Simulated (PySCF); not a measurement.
## GeNH$_{5}$: one change and its effect

System: GeNH$_{5}$.
Method of the first run: TDDFT PBE/def2-SVPD, vertical, gas phase, core orbitals frozen in the response (PySCF 2.14.0).

The geometry comes from this level: PBE0-D3(BJ)/def2-SVP. Text and figures count atoms from 1; the logs count them from 0 in places.

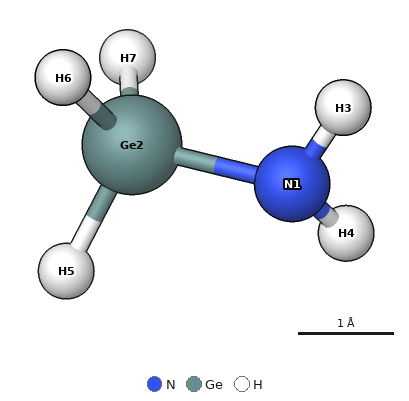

Fig. 1: The structure (ball-and-stick view, seen at a tilt; atoms are numbered from 1 in the order of the input). Sticks mark near contacts.

## Input file, the first run
```
{"job": {"kind": "uv", "xc": "PBE", "basis": "def2-SVPD", "ip": true}, "charge": 0, "multiplicity": 1}
N      0.932905    -0.168766     0.278823
Ge    -0.879281     0.018389     0.039357
H      1.496292     0.433560    -0.315665
H      1.273760    -1.121147     0.178125
H     -1.566253    -0.890404     1.073139
H     -1.214559     1.496162     0.305289
H     -1.398608    -0.359955    -1.371686
```

The first line tells a small driver script what to run in PySCF; the rest is the geometry in Å.

Command:
```bash
OMP_NUM_THREADS=1 python <driver script> task.json out
```

Hardware: 1 CPU thread, shared host.

## Output (the first run)
```
coarse grid: 24896 points
cycle   1  E = -2133.9953111383  dE = -6.232e-01  |g| = 6.799e-01  |ddm| = 2.790e+00
cycle   2  E = -2133.7571152567  dE =  2.382e-01  |g| = 1.235e+00  |ddm| = 1.960e+00
cycle   3  E = -2134.0556923500  dE = -2.986e-01  |g| = 2.170e-01  |ddm| = 1.493e+00
cycle   4  E = -2134.0661727965  dE = -1.048e-02  |g| = 2.765e-02  |ddm| = 2.831e-01
cycle   5  E = -2134.0662801649  dE = -1.074e-04  |g| = 9.724e-03  |ddm| = 4.867e-02
cycle   6  E = -2134.0663128602  dE = -3.270e-05  |g| = 1.195e-03  |ddm| = 1.728e-02
cycle   7  E = -2134.0663133061  dE = -4.459e-07  |g| = 1.803e-04  |ddm| = 2.402e-03
final grid: 50896 points
cycle   8  E = -2134.0662658759  dE = -1.587e-08  |g| = 2.077e-04  |ddm| = 2.274e-03
cycle   9  E = -2134.0662658627  dE =  1.319e-08  |g| = 3.420e-04  |ddm| = 8.148e-04
cycle  10  E = -2134.0662658868  dE = -2.409e-08  |g| = 6.160e-05  |ddm| = 4.915e-04
cycle  11  E = -2134.0662658879  dE = -1.115e-09  |g| = 1.557e-05  |ddm| = 9.081e-05
cycle  12  E = -2134.0662658879  dE = -2.228e-11  |g| = 9.122e-07  |ddm| = 1.374e-05
converged SCF energy = -2134.0662658879

Static polarisability (au): isotropic 43.858, principal 41.841 42.050 47.683

Singlet excitations
state   eV       nm        f      main configurations
  1   5.4707    226.6   0.00892   H->L 0.97
  2   6.0737    204.1   0.04125   H->L+1 0.95
  3   6.6994    185.1   0.00036   H->L+2 1.00
  4   7.0787    175.2   0.02382   H->L+3 0.95
  5   7.2535    170.9   0.01390   H->L+4 0.97
  6   7.6777    161.5   0.02454   H-1->L 0.98
  7   7.8595    157.8   0.05357   H-2->L 0.97
  8   7.9377    156.2   0.00498   H->L+5 0.99
  9   8.2981    149.4   0.08432   H-1->L+1 0.91
 10   8.4254    147.2   0.00674   H->L+6 0.94

Triplet excitations (Tamm-Dancoff, eV): 5.1702 5.7249 6.5474 6.7650
Vertical ionisation energy (delta-SCF) = 9.5585 eV
```

The input of the second run differs as follows (lines with − go, lines with + come):
```diff
-"xc": "PBE"
+"xc": "BHandHLYP"
```

Predict how the results change.

The total energies belong to different methods, so their difference says nothing on which is more stable or more accurate. The HOMO goes from −5.94 to −8.71 eV. The LUMO goes from −0.57 to 0.72 eV. The dipole moment goes from 1.07 to 1.13 D. The lowest excitation goes from 5.47 to 6.50 eV. The strongest computed line goes from 8.30 to 9.30 eV. The functional changes from PBE to BHandHLYP. Exact exchange removes part of the self-interaction error of semilocal functionals, which pushes filled and empty levels apart. The SCF takes 10 iterations against 12.

## Output (the second run)
```
coarse grid: 24896 points
cycle   1  E = -2134.3722563114  dE = -7.286e-01  |g| = 4.120e-01  |ddm| = 2.688e+00
cycle   2  E = -2134.3700467115  dE =  2.210e-03  |g| = 4.303e-01  |ddm| = 1.143e+00
cycle   3  E = -2134.4026590215  dE = -3.261e-02  |g| = 3.590e-02  |ddm| = 5.359e-01
cycle   4  E = -2134.4029203503  dE = -2.613e-04  |g| = 1.688e-02  |ddm| = 7.597e-02
cycle   5  E = -2134.4029643077  dE = -4.396e-05  |g| = 2.023e-03  |ddm| = 1.577e-02
cycle   6  E = -2134.4029652423  dE = -9.346e-07  |g| = 2.363e-04  |ddm| = 7.003e-03
final grid: 50896 points
cycle   7  E = -2134.4029359748  dE = -2.755e-08  |g| = 1.256e-04  |ddm| = 1.111e-03
cycle   8  E = -2134.4029359770  dE = -2.213e-09  |g| = 1.173e-04  |ddm| = 6.616e-04
cycle   9  E = -2134.4029359798  dE = -2.829e-09  |g| = 1.893e-05  |ddm| = 1.412e-04
cycle  10  E = -2134.4029359800  dE = -1.301e-10  |g| = 6.136e-06  |ddm| = 5.581e-05
converged SCF energy = -2134.4029359800

Static polarisability (au): isotropic 40.848, principal 39.212 39.481 43.852

Singlet excitations
state   eV       nm        f      main configurations
  1   6.5018    190.7   0.02271   H->L 0.83, H->L+1 0.14
  2   7.5317    164.6   0.05544   H->L+1 0.80, H->L 0.14
  3   8.0602    153.8   0.00131   H->L+2 0.94
  4   8.4617    146.5   0.02793   H->L+4 0.60, H->L+3 0.18, H-2->L 0.13
  5   8.5624    144.8   0.05105   H->L+3 0.79, H->L+4 0.14
  6   8.7869    141.1   0.04070   H-1->L 0.77, H-1->L+1 0.09
  7   8.7986    140.9   0.02560   H->L+5 0.76
  8   9.1099    136.1   0.04520   H-2->L 0.70, H->L+4 0.17
  9   9.3001    133.3   0.15004   H-1->L+1 0.86, H-1->L 0.12
 10   9.5790    129.4   0.14083   H-2->L+1 0.80, H-2->L 0.10

Triplet excitations (Tamm-Dancoff, eV): 6.0484 7.0863 7.7593 7.9759
Vertical ionisation energy (delta-SCF) = 9.6449 eV
```

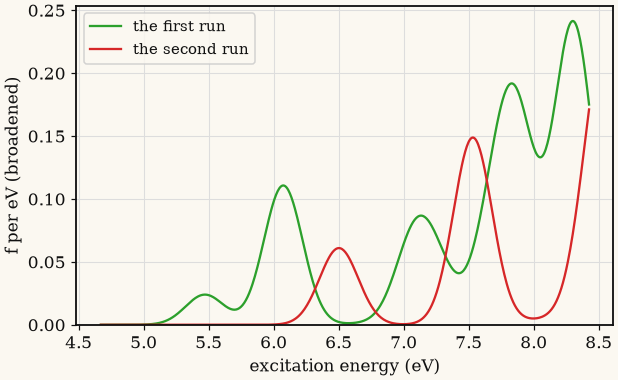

Fig. 2: Absorption of the two runs from their computed states, each broadened by a Gaussian of 0.35 eV full width; the range ends where the shorter list of states ends.

## The two runs side by side

| quantity | the first run | the second run |
| --- | --- | --- |
| outcome | converged | converged |
| total energy (hartree) | −2134.066266 | −2134.402936 |
| HOMO (eV) | −5.94 | −8.71 |
| LUMO (eV) | −0.57 | 0.72 |
| dipole moment (D) | 1.07 | 1.13 |
| lowest excitation (eV) | 5.47 | 6.50 |
| SCF iterations | 12 | 10 |
| strongest computed line (eV) | 8.30 | 9.30 |
| basis functions | 98 | 98 |
| wall time (shared host) | 20 s | 16 s |

For both runs: Spin–orbit coupling is left out, which matters for the heavy atoms.
